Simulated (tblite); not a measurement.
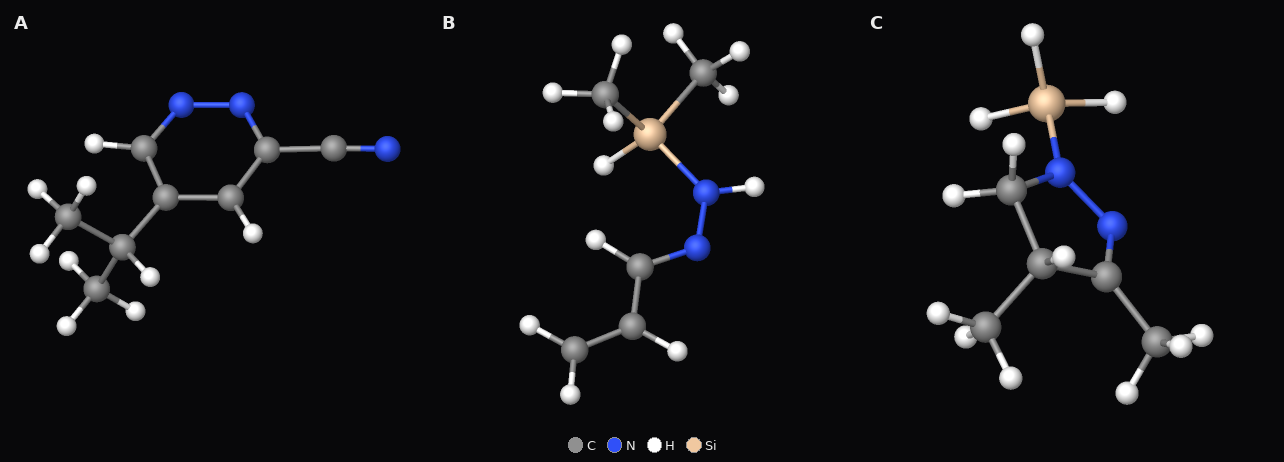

The picture comes from a calculation with tblite.

Which panel belongs to which SMILES?
(1) CC(C)c1cnnc(C#N)c1
(2) CC1=NN([SiH3])C[C@H]1C
(3) C=C/C=N/N[SiH](C)C

A is (1), B is (3), C is (2).
